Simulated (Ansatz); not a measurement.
## Electronic structure of Ga$_{3}$PN$_{2}$ in real space

```
N P Ga
1.0
     3.39635    0.00000    0.00000
    -1.69817    2.94132    0.00000
     0.00000    0.00000    8.44531
N P Ga
2 1 3
Direct
  0.00000 0.00000 0.01661
  0.33333 0.66667 0.31546
  0.66667 0.33333 0.66234
  0.33333 0.66667 0.08453
  0.66667 0.33333 0.38526
  0.00000 0.00000 0.78580
```

Space group P3m1; started from the ordered alloy on zincblende lattice prototype, which need not be the ambient phase.

The calculation used DFT, r2SCAN, plane waves, PAW (Ansatz).

In a PAW calculation such maps are meaningful between the atoms, not at the nuclei.

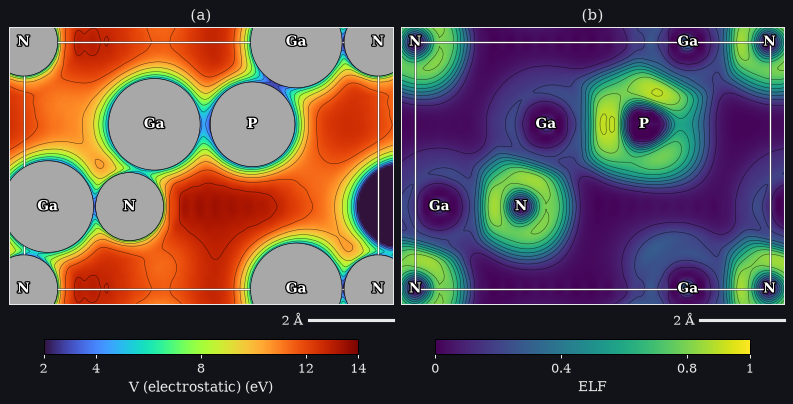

Figure 1. (a) electrostatic potential (local pseudopotential plus Hartree) felt by an electron; (b) electron localisation function on the (110) plane of the conventional cell. Grey discs cover the atomic cores in the potential map.

> Read the bonding off the picture.

- The plane passes through N, P and Ga nuclei.
- Ga–N (1.95 Å): the ELF peaks at about 0.85 in the valence shell of N, 0.7 Å from its nucleus, and is about 0.50 at the midpoint.
- Ga–P (2.22 Å): the ELF peaks at about 0.90 in the valence shell of P, 0.8 Å from its nucleus, and is about 0.75 at the midpoint.
- Ga–N (2.04 Å): the ELF peaks at about 0.85 in the valence shell of N, 0.7 Å from its nucleus, and is about 0.45 at the midpoint.
- Ga–P (2.34 Å): the ELF peaks at about 0.90 between the atoms, as expected for a covalent bond.
- Outside the cores the potential energy rises away from the atoms and is highest about 1.7 Å from the nearest atoms; its zero is arbitrary.

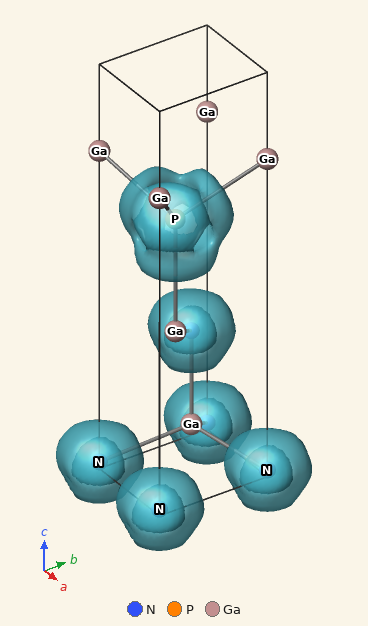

Figure 2. Isosurface of the ELF at 0.75 (cyan), seen at an oblique angle. Core shells and regions of very low density are left out. Sticks mark near contacts.

> Identify the bonds, lone pairs and shells in this picture.

At this value the surface marks out one region on P in which the atom's valence shell and bonds are merged and two regions wrapped around N (the valence shell of each), counted in one cell of 6 atoms. Any copies at cell faces, edges or corners count once.
